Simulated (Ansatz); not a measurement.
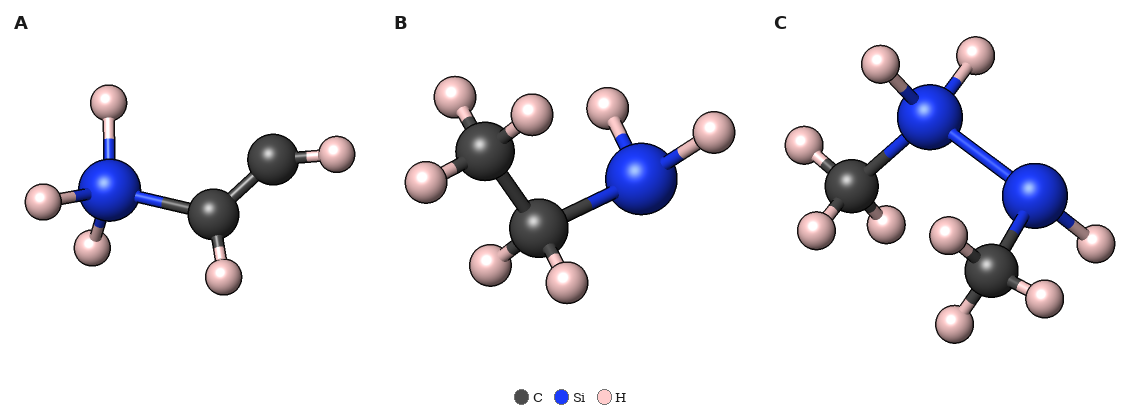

(Drawn from a calculation with Ansatz.)

Charge 0, doublet.

> Which panel belongs to which SMILES?
(1) C[SiH][SiH2]C
(2) CC[SiH2]
(3) [H]/[C]=C/[SiH3]

A is (3), B is (2), C is (1).
